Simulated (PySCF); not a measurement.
## Core-level calculation, with input and output: GaH2ClO2

GaH2ClO2, computed with delta-SCF UKS SCAN, pcX-2 on the ionised atom, pcseg-1 elsewhere, spin-free X2C (PySCF 2.14.0).

Figures and captions count atoms from 1; the log counts them from 0 in places.

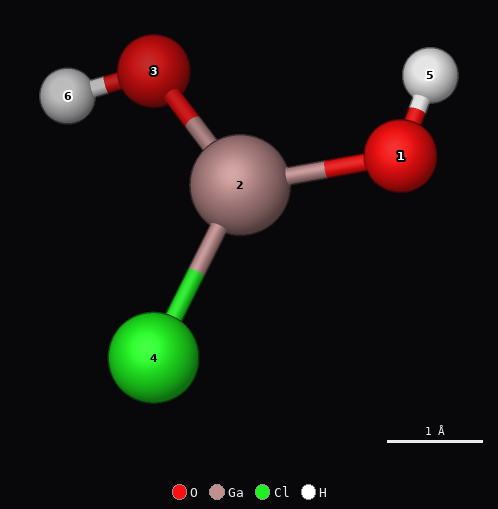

The structure (ball-and-stick view, seen at a tilt; atoms are numbered from 1 in the order of the input). Sticks mark near contacts. Bond lengths as drawn: Cl–Ga 2.13 Å, Ga–O 1.77 Å and H–O 0.96 Å.

## The input
```
{"job": {"kind": "xps", "holes": 5}, "charge": 0, "multiplicity": 1}
O      0.639008     1.670602     0.048926
Ga    -0.265491     0.184205     0.348668
O      0.195023    -1.314134    -0.476548
Cl    -1.906201     0.228274     1.706059
H      1.358950     1.542564    -0.579294
H     -0.354330    -2.069818    -0.241582
```

The first line tells a small driver script what to run in PySCF; the rest is the geometry in Å.

Hardware: 1 CPU thread, shared host.

Launch command:
```bash
OMP_NUM_THREADS=1 python <driver script> task.json out
```

## The program's output
```
ground state, core basis on atom 0 (O), 114 functions
  cycle   1  E = -2552.77349768  |g| = 1.13e+00
  cycle   2  E = -2551.60742180  |g| = 2.55e+00
  cycle   3  E = -2552.99340828  |g| = 2.81e-01
  cycle   4  E = -2553.00783967  |g| = 1.81e-01
  cycle   5  E = -2553.01416066  |g| = 6.83e-02
  cycle   6  E = -2553.01513294  |g| = 1.94e-02
  cycle   7  E = -2553.01522768  |g| = 5.11e-03
  cycle   8  E = -2553.01523169  |g| = 8.05e-04
  cycle   9  E = -2553.01523357  |g| = 1.39e-04
  E(ground) = -2553.28015635 Eh
hole in O 1s of atom 0
  cycle   1  E = -2532.39593539  |g| = 2.22e+00
  cycle   2  E = -2531.46426434  |g| = 2.37e+00
  cycle   3  E = -2533.05454923  |g| = 5.60e-01
  cycle   4  E = -2533.09529470  |g| = 4.68e-01
  cycle   5  E = -2533.21639493  |g| = 1.04e-01
  cycle   6  E = -2533.21811212  |g| = 7.64e-02
  cycle   7  E = -2533.22091573  |g| = 1.54e-02
  cycle   8  E = -2533.22105064  |g| = 3.10e-03
  cycle   9  E = -2533.22105679  |g| = 7.87e-04
  cycle  10  E = -2533.22105737  |g| = 1.79e-04
  E(ion) = -2533.48628116 Eh   <S^2> = 0.7627   hole on atom = 1.000   binding energy = 538.619 eV
ground state, core basis on atom 2 (O), 114 functions
  cycle   1  E = -2553.01278711  |g| = 1.35e-01
  cycle   2  E = -2553.00424595  |g| = 2.31e-01
  cycle   3  E = -2553.01434866  |g| = 4.51e-02
  cycle   4  E = -2553.01466576  |g| = 2.05e-02
  cycle   5  E = -2553.01474368  |g| = 2.67e-03
  cycle   6  E = -2553.01474453  |g| = 4.97e-04
  E(ground) = -2553.27975080 Eh
hole in O 1s of atom 2
  cycle   1  E = -2532.39382333  |g| = 2.22e+00
  cycle   2  E = -2531.47637837  |g| = 2.38e+00
  cycle   3  E = -2533.01693924  |g| = 6.40e-01
  cycle   4  E = -2533.01671612  |g| = 6.69e-01
  cycle   5  E = -2533.19977803  |g| = 2.04e-01
  cycle   6  E = -2533.21931962  |g| = 7.37e-02
  cycle   7  E = -2533.22241900  |g| = 1.41e-02
  cycle   8  E = -2533.22253375  |g| = 3.14e-03
  cycle   9  E = -2533.22253842  |g| = 7.71e-04
  cycle  10  E = -2533.22253683  |g| = 2.40e-04
  E(ion) = -2533.48831028 Eh   <S^2> = 0.7631   hole on atom = 1.000   binding energy = 538.553 eV
ground state, core basis on atom 3 (Cl), 125 functions
  cycle   1  E = -2553.16706049  |g| = 4.92e-01
  cycle   2  E = -2553.16248449  |g| = 1.79e-01
  cycle   3  E = -2553.14715475  |g| = 3.25e-01
  cycle   4  E = -2553.16849603  |g| = 2.21e-02
  cycle   5  E = -2553.16857456  |g| = 1.29e-02
  cycle   6  E = -2553.16860474  |g| = 2.28e-03
  cycle   7  E = -2553.16860675  |g| = 8.42e-04
  cycle   8  E = -2553.16860576  |g| = 2.82e-04
  E(ground) = -2553.41985986 Eh
hole in Cl 2p of atom 3
  cycle   1  E = -2545.10051616  |g| = 1.70e+00
  cycle   2  E = -2545.12032508  |g| = 1.26e+00
  cycle   3  E = -2545.42074732  |g| = 5.77e-01
  cycle   4  E = -2545.54982556  |g| = 1.96e-01
  cycle   5  E = -2545.56263898  |g| = 6.23e-02
  cycle   6  E = -2545.56319793  |g| = 5.26e-02
  cycle   7  E = -2545.56433513  |g| = 6.38e-03
  cycle   8  E = -2545.56434867  |g| = 2.34e-03
  cycle   9  E = -2545.56435260  |g| = 1.92e-04
  E(ion) = -2545.82473705 Eh   <S^2> = 0.7520   hole on atom = 1.001   binding energy = 206.674 eV
  2p3/2 = 206.093 eV   2p1/2 = 207.747 eV
```

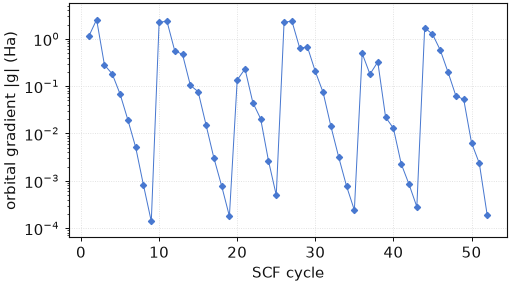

Convergence of the self-consistent field: orbital gradient |g| against the SCF cycle. All cycles printed in the log are drawn one after another.

## Key numbers

| quantity | value |
| --- | --- |
| outcome | converged |
| wall time | 17 s |
| peak memory | 0.36 GiB |
